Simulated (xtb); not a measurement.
# AlH$_{2}$OF$_{3}$: geometry relaxation (part 3 of 4)

The same run, continued: AlH$_{2}$OF$_{3}$; GFN2-xTB (xtb 6.7.1 later snapshot). The geometry comes from this level: PBE0-D4/def2-TZVP.

Geometry of the input (Å):
```
O  -0.8710  0.5861  0.3580
Al 0.4960  -0.5510  -0.4099
F  0.9625  -1.2552  1.0133
F  -0.2904  -1.5013  -1.4969
F  1.4301  0.6751  -1.0124
H  -0.9624  0.4562  1.3100
H  -0.7036  1.5220  0.1920
```

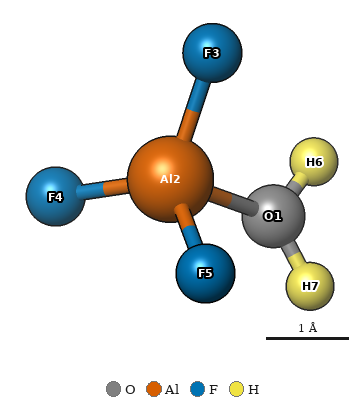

The geometry at step 6 of the log (ball-and-stick view, seen at a tilt; atoms are numbered from 1 in the order of the input).

### The program's output, continued
```
 iter      E             dE          RMSdq      gap      omega  full diag
   1    -20.7052637 -0.207053E+02  0.286E-02    8.78       0.0  T
   2    -20.7052637 -0.224292E-07  0.177E-02    8.78       2.1  T
   3    -20.7052637 -0.380581E-08  0.252E-03    8.78      15.0  T
   4    -20.7052637 -0.119480E-08  0.402E-04    8.78      93.9  T
   5    -20.7052637 -0.418297E-10  0.121E-04    8.78     312.2  T
     SCC iter.                  ...        0 min,  0.001 sec
     gradient                   ...        0 min,  0.001 sec
 * total energy  :   -20.6283888 Eh     change       -0.8665728E-06 Eh
   gradient norm :     0.0002479 Eh/α   predicted    -0.5150745E-06 ( -40.56%)
   displ. norm   :     0.0013882 α      lambda       -0.1262704E-06
   maximum displ.:     0.0008153 α      in ANC's #2, #11, #12, ...

........................................................................
.............................. CYCLE   19 ..............................
........................................................................

 iter      E             dE          RMSdq      gap      omega  full diag
   1    -20.7051936 -0.207052E+02  0.289E-03    8.77       0.0  T
   2    -20.7051936 -0.180007E-08  0.190E-03    8.77      19.9  T
   3    -20.7051936 -0.229807E-09  0.748E-04    8.77      50.6  T
   4    -20.7051936 -0.216147E-10  0.203E-04    8.77     185.8  T
     SCC iter.                  ...        0 min,  0.000 sec
     gradient                   ...        0 min,  0.001 sec
 * total energy  :   -20.6283889 Eh     change       -0.9816075E-07 Eh
   gradient norm :     0.0000325 Eh/α   predicted    -0.6282509E-07 ( -36.00%)
   displ. norm   :     0.0002814 α      lambda       -0.1527541E-08
   maximum displ.:     0.0001734 α      in ANC's #7, #4, #2, ...

   *** GEOMETRY OPTIMIZATION CONVERGED AFTER 19 ITERATIONS ***

------------------------------------------------------------------------
 total energy gain   :        -0.0013023 Eh       -0.8172 kcal/mol
 total RMSD          :         0.3570604 a0        0.1889 Å
 total power (kW/mol):        -0.1799586 (step)  -95.5710 (real)
------------------------------------------------------------------------

 ANCopt (total)                0 d,  0 h,  0 min,  0.036 sec
 optimizer setup                ...        0 min,  0.000 sec (  0.142%)
 model hessian                  ...        0 min,  0.000 sec (  0.432%)
 ANC generation                 ...        0 min,  0.000 sec (  0.218%)
 coordinate transformation      ...        0 min,  0.000 sec (  0.165%)
 single point calculation       ...        0 min,  0.034 sec ( 94.928%)
 optimization log               ...        0 min,  0.001 sec (  1.538%)
 hessian update                 ...        0 min,  0.000 sec (  0.147%)
 rational function              ...        0 min,  0.001 sec (  1.530%)

================
 final structure:
================
7
 xtb: 6.7.1
O           -0.64967669440420        0.63665923693118        0.45741838350259
Al           0.58022611636739       -0.53573343884329       -0.37584109493516
F            1.07155961557559       -1.32657591560649        0.98195326670415
F           -0.42321954088169       -1.35772418812586       -1.39070498424559
F            1.54175060978024        0.61497294314496       -1.05540353365160
H           -1.16165758731252        0.40680121327264        1.23820400467766
H           -0.89778251912482        1.49350014922687        0.09847395794794

 Bond Distances (Angstroems)
 ---------------------------
O1-Al2=1.8925        O1-H6=0.9616         O1-H7=0.9615         Al2-O1=1.8925        Al2-F3=1.6463        Al2-F4=1.6470
Al2-F5=1.6463        F3-Al2=1.6463        F4-Al2=1.6470        F5-Al2=1.6463        H6-O1=0.9616         H7-O1=0.9615
 O  H  Rav=0.9616 sigma=0.0000  Rmin=0.9615  Rmax=0.9616     2
 Al O  Rav=1.8925 sigma=0.0000  Rmin=1.8925  Rmax=1.8925     1
 Al F  Rav=1.6466 sigma=0.0003  Rmin=1.6463  Rmax=1.6470     3

 selected bond angles (degree)
 --------------------
H6-O1-Al2=123.74               H7-O1-Al2=123.74               H7-O1-H6=112.26                F3-Al2-O1= 97.38
F4-Al2-O1=100.63               F4-Al2-F3=116.76               F5-Al2-O1= 97.37               F5-Al2-F3=120.12
F5-Al2-F4=116.76

 selected dihedral angles (degree)
 ---------------------------------
F3-Al2-O1-H6=327.69           F3-Al2-O1-H7=154.06           F4-Al2-O1-H6= 86.78           F4-Al2-O1-H7=273.15
F5-Al2-O1-H6=205.88           F5-Al2-O1-H7= 32.25
           -------------------------------------------------
          |                Final Singlepoint                |
           -------------------------------------------------

          ...................................................
          :                      SETUP                      :
          :.................................................:
          :  # basis functions                  28          :
          :  # atomic orbitals                  27          :
          :  # shells                           13          :
          :  # electrons                        32          :
          :  max. iterations                   250          :
          :  Hamiltonian                  GFN2-xTB          :
          :  restarted?                      false          :
          :  GBSA solvation                  false          :
          :  PC potential                    false          :
          :  electronic temp.          300.0000000     K    :
          :  accuracy                    1.0000000          :
          :  -> integral cutoff          0.2500000E+02      :
          :  -> integral neglect         0.1000000E-07      :
          :  -> SCF convergence          0.1000000E-05 Eh   :
          :  -> wf. convergence          0.1000000E-03 e    :
          :  Broyden damping             0.4000000          :
          :  net charge                          0          :
          :  unpaired electrons                  0          :
          ...................................................

 iter      E             dE          RMSdq      gap      omega  full diag
   1    -20.7051936 -0.207052E+02  0.221E-05    8.77       0.0  T
   2    -20.7051936 -0.127898E-12  0.126E-05    8.77    3000.1  T
   3    -20.7051936 -0.142109E-13  0.208E-06    8.77   18148.0  T

   *** convergence criteria satisfied after 3 iterations ***

         #    Occupation            Energy/Eh            Energy/eV
      -------------------------------------------------------------
         1        2.0000           -0.7978212             -21.7098
       ...           ...                  ...                  ...
        10        2.0000           -0.4916448             -13.3783
        11        2.0000           -0.4868595             -13.2481
        12        2.0000           -0.4831451             -13.1470
        13        2.0000           -0.4808552             -13.0847
        14        2.0000           -0.4768528             -12.9758
        15        2.0000           -0.4747454             -12.9185
        16        2.0000           -0.4716429             -12.8341 (HOMO)
        17                         -0.1491824              -4.0595 (LUMO)
        18                         -0.0735198              -2.0006
        19                         -0.0034105              -0.0928
        20                         -0.0026219              -0.0713
        21                          0.0593487               1.6150
       ...                                ...                  ...
        27                          1.0379871              28.2451
      -------------------------------------------------------------
                  HL-Gap            0.3224606 Eh            8.7746 eV
             Fermi-level           -0.3104127 Eh           -8.4468 eV

 SCC (total)                   0 d,  0 h,  0 min,  0.002 sec
 SCC setup                      ...        0 min,  0.000 sec (  1.989%)
 Dispersion                     ...        0 min,  0.000 sec (  0.665%)
 classical contributions        ...        0 min,  0.000 sec (  0.259%)
 integral evaluation            ...        0 min,  0.000 sec ( 25.885%)
 iterations                     ...        0 min,  0.000 sec ( 23.665%)
 molecular gradient             ...        0 min,  0.001 sec ( 43.610%)
 printout                       ...        0 min,  0.000 sec (  3.454%)

         :::::::::::::::::::::::::::::::::::::::::::::::::::::
         ::                     SUMMARY                     ::
         :::::::::::::::::::::::::::::::::::::::::::::::::::::
         :: total energy             -20.628388884829 Eh    ::
         :: gradient norm              0.000032800060 Eh/a0 ::
         :: HOMO-LUMO gap              8.774598755827 eV    ::
         ::.................................................::
         :: SCC energy               -20.705192558006 Eh    ::
         :: -> isotropic ES            0.123615337317 Eh    ::
         :: -> anisotropic ES          0.008251940246 Eh    ::
         :: -> anisotropic XC         -0.003132249103 Eh    ::
         :: -> dispersion             -0.002394852603 Eh    ::
         :: repulsion energy           0.076803673177 Eh    ::
         :: add. restraining           0.000000000000 Eh    ::
         :: total charge               0.000000000000 e     ::
         :::::::::::::::::::::::::::::::::::::::::::::::::::::

           -------------------------------------------------
          |                Property Printout                |
           -------------------------------------------------

    * Orbital Energies and Occupations

         #    Occupation            Energy/Eh            Energy/eV
      -------------------------------------------------------------
         1        2.0000           -0.7978212             -21.7098
       ...           ...                  ...                  ...
         4        2.0000           -0.7748928             -21.0859
         5        2.0000           -0.6747960             -18.3621
         6        2.0000           -0.6387244             -17.3806
         7        2.0000           -0.5768036             -15.6956
         8        2.0000           -0.5082561             -13.8304
         9        2.0000           -0.4917348             -13.3808
        10        2.0000           -0.4916448             -13.3783
        11        2.0000           -0.4868595             -13.2481
        12        2.0000           -0.4831451             -13.1470
        13        2.0000           -0.4808552             -13.0847
        14        2.0000           -0.4768528             -12.9758
        15        2.0000           -0.4747454             -12.9185
        16        2.0000           -0.4716429             -12.8341 (HOMO)
        17                         -0.1491824              -4.0595 (LUMO)
        18                         -0.0735198              -2.0006
        19                         -0.0034105              -0.0928
        20                         -0.0026219              -0.0713
        21                          0.0593487               1.6150
        22                          0.0733735               1.9966
        23                          0.1566487               4.2626
        24                          0.1846294               5.0240
        25                          0.7799771              21.2243
        26                          0.9967829              27.1238
        27                          1.0379871              28.2451
      -------------------------------------------------------------
                  HL-Gap            0.3224606 Eh            8.7746 eV
             Fermi-level           -0.3104127 Eh           -8.4468 eV

     #   Z          covCN         q      C6AA      α(0)
     1   8          2.331    -0.368    20.189     6.068
     2  13          2.738     0.547    89.710    19.315
     3   9          0.672    -0.299    12.326     4.144
     4   9          0.672    -0.300    12.338     4.147
     5   9          0.672    -0.299    12.326     4.144
     6   1          0.805     0.359     0.567     1.183
     7   1          0.805     0.359     0.567     1.183

 Mol. C6AA /au·bohr⁶  :        635.196784
 Mol. C8AA /au·bohr⁸  :      24523.892436
 Mol. α(0) /au        :         40.185143

Wiberg/Mayer (AO) data.
largest (>0.10) Wiberg bond orders for each atom

 ---------------------------------------------------------------------------
     #   Z sym  total        # sym  WBO       # sym  WBO       # sym  WBO
 ---------------------------------------------------------------------------
     1   8      2.333 --     6      0.855     7      0.855     2      0.566
     2  13      3.994 --     3      1.137     5      1.137     4      1.132
                             1      0.566
     3   9      1.222 --     2      1.137
     4   9      1.220 --     2      1.132
     5   9      1.222 --     2      1.137
     6   1      0.871 --     1      0.855
     7   1      0.871 --     1      0.855
 ---------------------------------------------------------------------------

Topologies differ in total number of bonds
Writing topology from bond orders to xtbtopo.mol

molecular dipole:
                 x           y           z       tot (Debye)
 q only:       -1.580       1.463       1.029
   full:       -1.755       1.625       1.144       6.739
molecular quadrupole (traceless):
                xx          xy          yy          xz          yz          zz
 q only:        0.646      -3.749       0.543      -3.015       1.358      -1.188
  q+dip:        0.661      -4.191       0.635      -3.443       1.306      -1.297
   full:        1.222      -6.085       0.791      -4.800       2.335      -2.013

           -------------------------------------------------
          |                Geometry Summary                 |
           -------------------------------------------------

      molecular mass/u    :      101.9920344
   center of mass at/Å    :        0.4391852      -0.4085345      -0.2871957
  moments of inertia/u·Å² :        0.1418791E+03   0.1455399E+03   0.1535848E+03
rotational constants/cm⁻¹ :        0.1188169E+00   0.1158282E+00   0.1097611E+00

 * 6 selected distances

     #   Z          #   Z                                           value/Å
     1   8          2  13                                         1.8924818 (max)
     2  13          3   9                                         1.6463434
     2  13          4   9                                         1.6469733
     2  13          5   9                                         1.6463475
     1   8          6   1                                         0.9615537
     1   8          7   1                                         0.9615478 (min)

 * 3 distinct bonds (by element types)

   Z      Z             #   av. dist./Å        max./Å        min./Å
   1 H    8 O           2     0.9615507     0.9615537     0.9615478
   8 O   13 Al          1     1.8924818     1.8924818     1.8924818
   9 F   13 Al          3     1.6465547     1.6469733     1.6463434

optimized geometry written to: xtbopt.xyz

           -------------------------------------------------
          | TOTAL ENERGY              -20.628388884829 Eh   |
          | GRADIENT NORM               0.000032800060 Eh/α |
          | HOMO-LUMO GAP               8.774598755827 eV   |
           -------------------------------------------------

------------------------------------------------------------------------
------------------------------------------------------------------------
 total:
 *  cpu-time:     0 d,  0 h,  0 min,  0.047 sec
 * ratio c/w:     0.999 speedup
 SCF:
 *  cpu-time:     0 d,  0 h,  0 min,  0.003 sec
 * ratio c/w:     1.000 speedup
 ANC optimizer:
 *  cpu-time:     0 d,  0 h,  0 min,  0.038 sec
 * ratio c/w:     0.999 speedup
```

### File xtbopt.xyz
```
7
 energy: -20.628388884829 gnorm: 0.000032800060 xtb: 6.7.1
O           -0.64967669440420        0.63665923693118        0.45741838350259
Al           0.58022611636739       -0.53573343884329       -0.37584109493516
F            1.07155961557559       -1.32657591560649        0.98195326670415
F           -0.42321954088169       -1.35772418812586       -1.39070498424559
F            1.54175060978024        0.61497294314496       -1.05540353365160
H           -1.16165758731252        0.40680121327264        1.23820400467766
H           -0.89778251912482        1.49350014922687        0.09847395794794
```

### Standard error
```
normal termination of xtb
```

### Trajectory as extended XYZ (Å, eV, eV/Å), 19 frames, from step=0 to step=18
```
7
Properties=species:S:1:pos:R:3 step=0 energy=-561.29162
O    -0.8710    0.5861    0.3580
Al    0.4960   -0.5510   -0.4099
F     0.9625   -1.2552    1.0133
F    -0.2904   -1.5013   -1.4969
F     1.4301    0.6751   -1.0124
H    -0.9624    0.4562    1.3100
H    -0.7036    1.5220    0.1920
7
Properties=species:S:1:pos:R:3 step=1 energy=-561.29907
O    -0.8540    0.5819    0.3580
Al    0.5087   -0.5563   -0.4120
F     0.9652   -1.2527    1.0162
F    -0.3076   -1.4890   -1.4892
F     1.4328    0.6774   -1.0094
H    -0.9719    0.4500    1.3068
H    -0.7120    1.5206    0.1838
7
Properties=species:S:1:pos:R:3 step=2 energy=-561.30753
O    -0.8238    0.5794    0.3626
Al    0.5299   -0.5611   -0.4117
F     0.9893   -1.2584    1.0109
F    -0.3395   -1.4622   -1.4709
F     1.4556    0.6665   -1.0091
H    -1.0063    0.4438    1.3026
H    -0.7440    1.5238    0.1698
7
Properties=species:S:1:pos:R:3 step=3 energy=-561.31187
O    -0.8041    0.5806    0.3683
Al    0.5410   -0.5603   -0.4084
F     1.0132   -1.2667    1.0029
F    -0.3602   -1.4422   -1.4567
F     1.4782    0.6528   -1.0115
H    -1.0350    0.4422    1.2979
H    -0.7719    1.5256    0.1616
7
Properties=species:S:1:pos:R:3 step=4 energy=-561.31636
O    -0.7852    0.5844    0.3762
Al    0.5469   -0.5558   -0.4027
F     1.0376   -1.2766    0.9939
F    -0.3776   -1.4231   -1.4425
F     1.5013    0.6378   -1.0151
H    -1.0624    0.4411    1.2900
H    -0.7994    1.5240    0.1543
7
Properties=species:S:1:pos:R:3 step=5 energy=-561.31914
O    -0.7670    0.5885    0.3844
Al    0.5494   -0.5512   -0.3977
F     1.0518   -1.2843    0.9887
F    -0.3882   -1.4107   -1.4331
F     1.5152    0.6291   -1.0192
H    -1.0813    0.4394    1.2827
H    -0.8186    1.5211    0.1483
7
Properties=species:S:1:pos:R:3 step=6 energy=-561.32122
O    -0.7384    0.5942    0.3964
Al    0.5547   -0.5471   -0.3926
F     1.0641   -1.2939    0.9848
F    -0.4003   -1.3971   -1.4229
F     1.5280    0.6218   -1.0255
H    -1.1049    0.4358    1.2746
H    -0.8420    1.5183    0.1394
7
Properties=species:S:1:pos:R:3 step=7 energy=-561.32341
O    -0.7121    0.6030    0.4109
Al    0.5534   -0.5415   -0.3876
F     1.0599   -1.3006    0.9860
F    -0.4001   -1.3936   -1.4195
F     1.5259    0.6234   -1.0330
H    -1.1142    0.4301    1.2654
H    -0.8517    1.5110    0.1318
7
Properties=species:S:1:pos:R:3 step=8 energy=-561.32396
O    -0.6837    0.6106    0.4247
Al    0.5603   -0.5393   -0.3839
F     1.0625   -1.3092    0.9855
F    -0.4069   -1.3847   -1.4126
F     1.5301    0.6217   -1.0408
H    -1.1321    0.4247    1.2587
H    -0.8690    1.5081    0.1225
7
Properties=species:S:1:pos:R:3 step=9 energy=-561.32530
O    -0.6913    0.6106    0.4229
Al    0.5613   -0.5417   -0.3860
F     1.0547   -1.3069    0.9883
F    -0.4018   -1.3899   -1.4164
F     1.5229    0.6263   -1.0405
H    -1.1241    0.4243    1.2618
H    -0.8605    1.5093    0.1240
7
Properties=species:S:1:pos:R:3 step=10 energy=-561.32590
O    -0.6844    0.6157    0.4294
Al    0.5655   -0.5418   -0.3851
F     1.0514   -1.3113    0.9889
F    -0.4003   -1.3889   -1.4151
F     1.5210    0.6273   -1.0454
H    -1.1279    0.4219    1.2607
H    -0.8642    1.5090    0.1206
7
Properties=species:S:1:pos:R:3 step=11 energy=-561.32633
O    -0.6713    0.6251    0.4410
Al    0.5727   -0.5399   -0.3817
F     1.0537   -1.3208    0.9870
F    -0.4016   -1.3822   -1.4086
F     1.5244    0.6243   -1.0550
H    -1.1417    0.4180    1.2561
H    -0.8750    1.5074    0.1152
```
